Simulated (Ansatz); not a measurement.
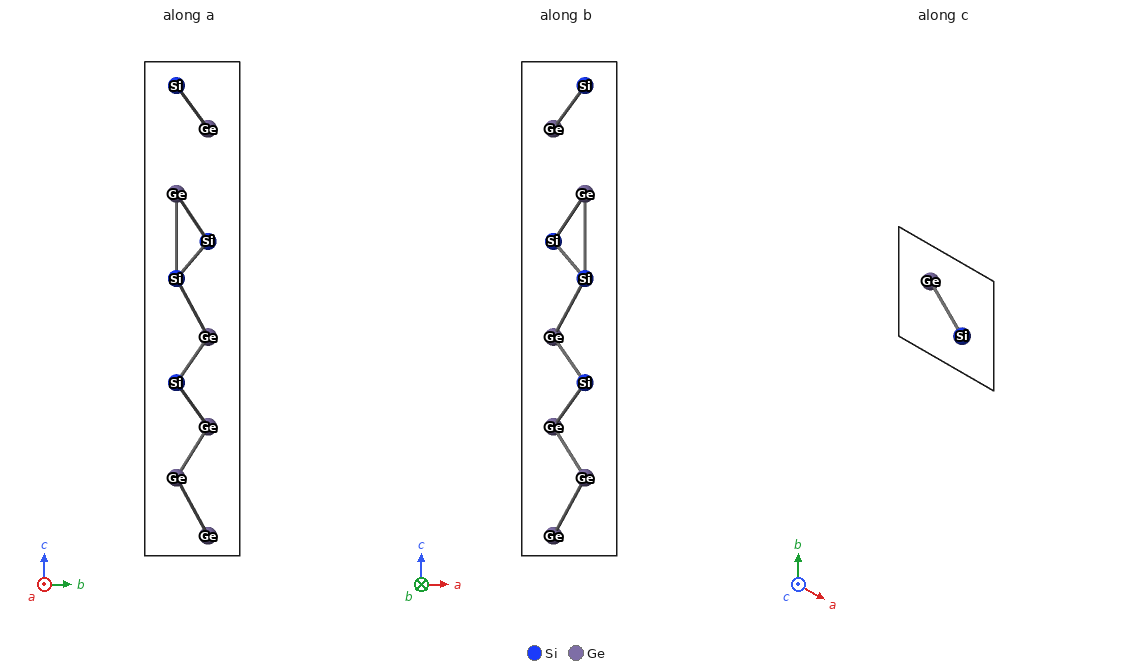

Shown here is a ball-and-stick view of the crystal, taken along the a axis, along the b axis and along the c axis. Lines trace the edges of the conventional unit cell.

Lattice parameters: a = 3.675 Å, b = 3.675 Å, c = 16.590 Å, α = 90.00°, β = 90.00°, γ = 120.00°. Put a along x and b in the xy plane.

> Turn the picture into a POSCAR file, with free fractional coordinates to two decimals.

```
Si Ge
1.0
     3.675    0.000    0.000
    -1.837    3.183    0.000
     0.000    0.000   16.590
Si Ge
4 6
Direct
  0.3333 0.6667 0.64
  0.6667 0.3333 0.35
  0.6667 0.3333 0.56
  0.6667 0.3333 0.95
  0.3333 0.6667 0.04
  0.3333 0.6667 0.26
  0.3333 0.6667 0.44
  0.3333 0.6667 0.86
  0.6667 0.3333 0.16
  0.6667 0.3333 0.73
```

The structure was taken from a structure type filled with these elements by a generator (whether the compound takes this form wasn't checked). Atoms and cell were optimised with DFT PBE, scalar-relativistic, plane waves, PAW in Ansatz.
